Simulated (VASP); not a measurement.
# Driving VASP from ASE on TiAs, part 2 of 4

Do ASE scripts that read TiAs from different structure formats give one answer, and do several routes find one equilibrium volume? All runs use PBEsol. Left out of this account: 1 further run (fields: a reference on another mesh). The start is a computed cell from the Materials Project.

VASP 6.6.1; PBEsol; plane waves and PAW (Ti_sv, As).

So far. Step 2 (Total energy, forces and stress (PBEsol, through ASE)): The pressure is -3.79 GPa and the largest force 0.067 eV/Å, so the cell is not at a minimum at these settings.

## 3. Self-consistent run (PBEsol, through ASE)

The single point through ASE, with the structure read from a CIF with its space group. The mesh changes to 7×7×2, so this is no clean test of the format.

run.py

```python
import numpy as np
from ase.calculators.vasp import Vasp
from ase.io import read
from ase.dft.bandgap import bandgap

atoms = read('TiAs.cif')

calc = Vasp(
    xc='pbesol',
    pp='PBE',
    prec='Accurate',
    encut=400,
    ediff=1e-06,
    nelm=100,
    ismear=-1,
    sigma=0.05,
    lreal=False,
    algo='Normal',
    nbands=42,
    lasph=True,
    lorbit=11,
    lwave=False,
    lcharg=False,
    kpar=8,
    isif=2,
    pp_version='64',
    setups={'Ti': '_sv', 'As': ''},
    kpts=(7, 7, 2),
    gamma=True,
    txt='vasp.out',
)
atoms.calc = calc

print("energy (eV):", round(atoms.get_potential_energy(), 6))
print("Fermi level (eV):", round(calc.get_fermi_level(), 4))
print("forces (eV/A):")
print(np.round(atoms.get_forces(), 4))
print("stress (GPa, Voigt, tension positive):", np.round(atoms.get_stress() * 160.21766, 3))
gap, p1, p2 = bandgap(calc, direct=False)
print("gap on the mesh (eV):", round(gap, 4))
```

TiAs.cif

```cif
data_TiAs
_cell_length_a 3.64445350
_cell_length_b 3.64445350
_cell_length_c 12.04348028
_cell_angle_alpha 90.00000000
_cell_angle_beta 90.00000000
_cell_angle_gamma 120.00000000
_space_group_name_H-M_alt 'P6_3/mmc'
_space_group_name_Hall '-P 6c 2c'
_space_group_IT_number 194
loop_
_space_group_symop_operation_xyz
'x,y,z'
'-x,-y,-z'
'x-y,x,z+1/2'
'-x+y,-x,-z+1/2'
'-y,x-y,z'
'y,-x+y,-z'
'-x,-y,z+1/2'
'x,y,-z+1/2'
'-x+y,-x,z'
'x-y,x,-z'
'y,-x+y,z+1/2'
'-y,x-y,-z+1/2'
'-y,-x,-z+1/2'
'y,x,z+1/2'
'-x,-x+y,-z'
'x,x-y,z'
'-x+y,y,-z+1/2'
'x-y,-y,z+1/2'
'y,x,-z'
'-y,-x,z'
'x,x-y,-z+1/2'
'-x,-x+y,z+1/2'
'x-y,-y,-z'
'-x+y,y,z'
loop_
_atom_site_label
_atom_site_type_symbol
_atom_site_symmetry_multiplicity
_atom_site_Wyckoff_symbol
_atom_site_fract_x
_atom_site_fract_y
_atom_site_fract_z
_atom_site_occupancy
Ti1 Ti 4 f 0.3333333333 0.6666666667 0.1174929600 1
As1 As 2 a 0.0000000000 0.0000000000 0.0000000000 1
As2 As 2 d 0.3333333333 0.6666666667 0.7500000000 1
```

PAW data sets: Ti_sv and As (PBE family, release 64).

Launch:

```
> export ASE_VASP_COMMAND="mpirun -np 8 vasp_std"
> python run.py
```

Log:

```text
energy (eV): -61.604915
Fermi level (eV): 7.8258
forces (eV/A):
[[-0.     -0.     -0.1096]
 [ 0.     -0.      0.1096]
 [ 0.      0.     -0.1096]
 [-0.     -0.      0.1096]
 [ 0.      0.      0.    ]
 [-0.      0.      0.    ]
 [-0.      0.      0.    ]
 [ 0.     -0.      0.    ]]
stress (GPa, Voigt, tension positive): [ 3.941  3.941  3.518 -0.    -0.     0.   ]
gap on the mesh (eV): 0.0
```

It took 7.2 s on 8 MPI ranks of Intel Xeon 6975P-C (Granite Rapids), shared host; peak memory 1.9 GiB; 48 s of CPU time.

The INCAR that ASE wrote:

```
ENCUT = 400.000000
SIGMA = 0.050000
EDIFF = 1.00e-06
ALGO = Normal
GGA = PS
PREC = Accurate
ISIF = 2
ISMEAR = -1
KPAR = 8
LORBIT = 11
NBANDS = 42
NELM = 100
LASPH = .TRUE.
LCHARG = .FALSE.
LWAVE = .FALSE.
LREAL = .FALSE.
```

ASE turned this into the KPOINTS:

```
KPOINTS created by Atomic Simulation Environment
0
Gamma
7 7 2
0 0 0
```

VASP's own log, vasp.out:

```text
[banner, memory and clock lines left out]
running    8 mpi-ranks, on    1 nodes
 distrk:  each k-point on    1 cores,    8 groups
 distr:  one band on    1 cores,    1 groups

 POSCAR found type information on POSCAR TiAs
 POSCAR found :  2 types and       8 ions
 [... a notice as in an earlier step ...]

 [... a notice as in an earlier step ...]

 LDA part: xc-table for (Slater+PW92), standard interpolation
 POSCAR, INCAR and KPOINTS ok, starting setup
 FFT: planning ... GRIDC
 FFT: planning ... GRID_SOFT
 FFT: planning ... GRID
 WAVECAR not read
 entering main loop
       N       E                     dE             d eps       ncg     rms          rms(c)
DAV:   1     0.746257564710E+03    0.74626E+03   -0.28833E+04  1344   0.151E+03
DAV:   2     0.394623632457E+02   -0.70680E+03   -0.69219E+03  1346   0.485E+02
DAV:   3    -0.598692737771E+02   -0.99332E+02   -0.97299E+02  2100   0.157E+02
DAV:   4    -0.703957650124E+02   -0.10526E+02   -0.10480E+02  2014   0.458E+01
DAV:   5    -0.709697541772E+02   -0.57399E+00   -0.57261E+00  2016   0.102E+01    0.231E+01
DAV:   6    -0.620432115432E+02    0.89265E+01   -0.77247E+01  1740   0.519E+01    0.620E+00
DAV:   7    -0.616665140853E+02    0.37670E+00   -0.92673E+00  1844   0.177E+01    0.409E+00
DAV:   8    -0.616233853065E+02    0.43129E-01   -0.66924E-01  1846   0.427E+00    0.999E-01
DAV:   9    -0.616209287200E+02    0.24566E-02   -0.10060E-01  1992   0.207E+00    0.401E-01
DAV:  10    -0.616220780235E+02   -0.11493E-02   -0.44466E-03  1918   0.464E-01    0.770E-02
DAV:  11    -0.616220326142E+02    0.45409E-04   -0.94577E-04  2152   0.190E-01    0.335E-02
DAV:  12    -0.616220218391E+02    0.10775E-04   -0.13810E-04  2030   0.641E-02    0.989E-03
DAV:  13    -0.616220177061E+02    0.41330E-05   -0.17720E-05  1928   0.291E-02    0.300E-03
DAV:  14    -0.616220184503E+02   -0.74421E-06   -0.51917E-07  1142   0.621E-03
   1 F= -.61622018E+02 E0= -.61604915E+02  d E =-.342069E-01
```

Parts of OUTCAR (step 3):

```text
  LATTYP: Found a hexagonal cell.
 ALAT       =     3.6444535000
 C/A-ratio  =     3.3046052803

 Found     16 irreducible k-points:

   k-points           NKPTS =     16   k-points in BZ     NKDIM =     16   number of bands    NBANDS=     42

   NELECT =      68.0000    total number of electrons

 E-fermi :   7.8258

 k-point     1 :       0.0000    0.0000    0.0000
  band No.  band energies     occupation
    ...
     30       7.0218      2.00000
     31       7.5174      1.99582
     32       7.5174      1.99582
     33       7.6294      1.96142
     34       7.6294      1.96142
     35       8.1920      0.00132
     36       8.1920      0.00132
     37       8.2634      0.00032
     38       8.2634      0.00032
     39       8.4344      0.00001
    ...

 k-point     2 :       0.1429    0.0000    0.0000
  band No.  band energies     occupation
    ...
     31       6.6255      2.00000
     32       6.9415      2.00000
     33       7.0658      2.00000
     34       7.7111      1.81694
     35       7.8375      0.88438
     36       8.1397      0.00375
     37       8.1501      0.00305
     38       8.2373      0.00053
     39       8.7957      0.00000
     40       8.9309      0.00000
    ...

  Total       -3.4075982     -3.4075982     -3.0421127     -0.0000000      0.0000000      0.0000000
  in kB      -39.4104593    -39.4104593    -35.1834498     -0.0000000      0.0000000      0.0000000
  external PRESSURE =     -38.0014561 kB  Pullay stress =       0.0000000 kB

  energy-cutoff  :      400.00
  volume of cell :      138.53
      direct lattice vectors                 reciprocal lattice vectors
     3.644453500  0.000000000  0.000000000     0.274389562  0.158418888  0.000000000
    -1.822226750  3.156189314  0.000000000     0.000000000  0.316837775  0.000000000
     0.000000000  0.000000000 12.043480280     0.000000000  0.000000000  0.083032477

 POSITION                                       TOTAL-FORCE (eV/Angst)
 -----------------------------------------------------------------------------------
     -0.00000      2.10413      1.41502        -0.000000     -0.000000     -0.109619
      1.82223      1.05206     10.62846         0.000000     -0.000000      0.109619
      1.82223      1.05206      7.43676         0.000000      0.000000     -0.109619
      0.00000      2.10413      4.60672        -0.000000     -0.000000      0.109619
      0.00000      0.00000      0.00000         0.000000      0.000000      0.000000
      0.00000      0.00000      6.02174        -0.000000      0.000000      0.000000
     -0.00000      2.10413      9.03261        -0.000000      0.000000      0.000000
      1.82223      1.05206      3.01087         0.000000     -0.000000      0.000000
 -----------------------------------------------------------------------------------
    total drift:                                0.000000     -0.000000     -0.000000

  FREE ENERGIE OF THE ION-ELECTRON SYSTEM (eV)
  ---------------------------------------------------
  free  energy   TOTEN  =       -61.6220184503 eV

  energy  without entropy=      -61.5878115495  energy(sigma->0) =      -61.60491500

 total charge
# of ion       s       p       d       tot
------------------------------------------
    1        2.159   6.126   1.965  10.250
    2        2.159   6.126   1.965  10.250
    3        2.159   6.126   1.965  10.250
    4        2.159   6.126   1.965  10.250
    5        1.211   1.685   0.060   2.956
    6        1.211   1.685   0.060   2.956
    7        1.209   1.602   0.042   2.854
    8        1.209   1.602   0.042   2.854
--------------------------------------------------
tot         13.476  31.080   8.065  52.622

[... 4 parts as in an earlier step ...]

[... 7 further parts left out ...]
```

The k-mesh is coarse for a metal.

This step gave:

```yaml
irreducible_k_points: 16
free_energy_toten: -61.6220 eV
energy_at_zero_smearing: -61.6049 eV
fermi_energy: 7.826 eV
pressure: -3.800 GPa
```

Force by atom:

```csv
atom,x (eV/Å),y (eV/Å),z (eV/Å),size
Ti1,0.000,0.000,-0.110,0.110
Ti2,0.000,0.000,0.110,0.110
Ti3,0.000,0.000,-0.110,0.110
Ti4,0.000,0.000,0.110,0.110
As5,0.000,0.000,0.000,0.000
As6,0.000,0.000,0.000,0.000
As7,0.000,0.000,0.000,0.000
As8,0.000,0.000,0.000,0.000
```

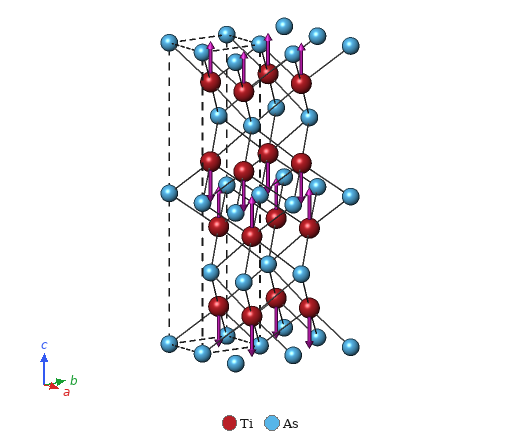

Force as arrows, the longest 0.110 eV/Å. Bonds to atoms that aren't drawn are left out. 2×2×1 cells are drawn. Some periodic images of atoms are drawn too.

The energy lies +0.98 meV an atom from the first script, on another mesh.

(Continued in part 3 of 4.)

[Lines on the potential files, build, host, timing and source positions are cut from VASP's logs without a mark.]

[Logs are printed without paths, hosts, clocks, repeated set-up lines and the standing remarks that a program may print on its own settings, such as how far it seeks lower states.]

[Hosts, paths, dates, database ids (printed as entryN), source tags and the programs' standing remarks are cut or masked in the printed files.]

[A measured line is paired with the nearest computed mode of its activity, which favours agreement.]
